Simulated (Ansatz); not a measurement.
**A computed series for NaCl3: pressure series**

The reference is NaCl3 in the A15 (Cr3Si type) structure (space group Pm-3n, No. 223; a cell from a computed database, its experimental status unchecked).

```cif
data_Cl6Na2
_chemical_formula_sum 'Na2 Cl6'
_space_group_name_H-M_alt 'P 1'
_space_group_IT_number 1
_cell_length_a 5.39661
_cell_length_b 5.39661
_cell_length_c 5.39661
_cell_angle_alpha 90.000
_cell_angle_beta 90.000
_cell_angle_gamma 90.000
loop_
_space_group_symop_operation_xyz
  'x, y, z'
loop_
_atom_site_label
_atom_site_type_symbol
_atom_site_fract_x
_atom_site_fract_y
_atom_site_fract_z
_atom_site_occupancy
Na1 Na 0.50000 0.50000 0.50000 1
Na2 Na 0.00000 0.00000 0.00000 1
Cl1 Cl 0.50000 0.00000 0.75000 1
Cl2 Cl 0.50000 0.00000 0.25000 1
Cl3 Cl 0.75000 0.50000 0.00000 1
Cl4 Cl 0.25000 0.50000 0.00000 1
Cl5 Cl 0.00000 0.75000 0.50000 1
Cl6 Cl 0.00000 0.25000 0.50000 1
```

Cell and atoms are relaxed at each pressure.

Level of theory: DFT with PBEsol, PAW potentials and a 420 eV plane-wave cutoff in Ansatz (a first-principles code), without spin-orbit coupling.

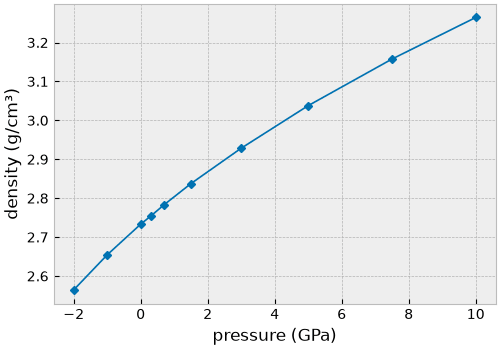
*Density against pressure*

```
pressure (GPa)     density
--------------  ----------
-2              2.56 g/cm³
-1              2.65 g/cm³
0.3             2.75 g/cm³
0.7             2.78 g/cm³
1.5             2.84 g/cm³
3               2.93 g/cm³
5               3.04 g/cm³
7.5             3.16 g/cm³
10              3.26 g/cm³
```

Load acts through the strain it causes; cell and atoms are relaxed under it. Stability against distortions was not tested. Competing high-pressure phases were not computed. All final runs are without spin polarisation.
